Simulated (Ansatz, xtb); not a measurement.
Redistribution: CH3F + C4H10O → CH4O + C4H9F

Species: CH3F (fluoromethane) `CF`, singlet; C4H10O (2-methyl-1-propanol) `CC(C)CO`, singlet; CH4O (methanol) `CO`, singlet; C4H9F `CC(C)CF`, singlet. The partners trade F for OH; both sit on C, so the bond types are kept.

Shapes, held fixed at every level: PBE0-D4/def2-TZVP. Flexible molecules stand in one conformer, not always the lowest. Programs: Ansatz 0.2.0, xtb 6.7.1. Electronic energies: no zero-point or thermal term.

```json
{"level": "GFN2-xTB", "kind": "semi-empirical", "ΔE (kJ/mol)": "+3.7", "less CCSD(T)/CBS estimate": "+5.8"}
{"level": "HF/def2-TZVPP", "kind": "Hartree–Fock", "ΔE (kJ/mol)": "-6.1", "less CCSD(T)/CBS estimate": "-4.0"}
{"level": "B3LYP-D4/def2-TZVPP", "kind": "global hybrid", "ΔE (kJ/mol)": "-3.4", "less CCSD(T)/CBS estimate": "-1.3"}
{"level": "wB97X-V/def2-TZVPP", "kind": "range-separated hybrid", "ΔE (kJ/mol)": "-3.9", "less CCSD(T)/CBS estimate": "-1.8"}
{"level": "MP2/def2-TZVPP", "kind": "perturbation theory", "ΔE (kJ/mol)": "-1.2", "less CCSD(T)/CBS estimate": "+0.9"}
{"level": "CCSD(T)/def2-TZVPP", "kind": "coupled cluster or CI", "ΔE (kJ/mol)": "-2.2", "less CCSD(T)/CBS estimate": "-0.1"}
{"level": "CCSD/def2-TZVPP", "kind": "coupled cluster or CI", "ΔE (kJ/mol)": "-2.9", "less CCSD(T)/CBS estimate": "-0.8"}
{"level": "CCSD(T)/CBS estimate", "kind": "coupled cluster or CI", "ΔE (kJ/mol)": "-2.1", "less CCSD(T)/CBS estimate": "0.0"}
```

The highest level, CCSD(T)/CBS estimate, gives ΔE = -2.1 kJ/mol; the levels span -6.1 to +3.7. That is about zero within the method's error. They disagree on the sign: 1 of 8 are positive. The column of differences is taken from that level and isn't an error. No measured value is set beside it here. The CBS estimate extrapolates MP2 from def2-TZVPP and def2-QZVPP and adds CCSD(T) − MP2 in the triple-zeta set, cores frozen.

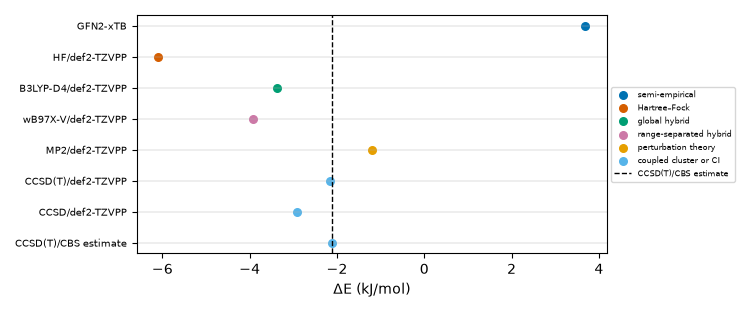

The values of the table, level by level.
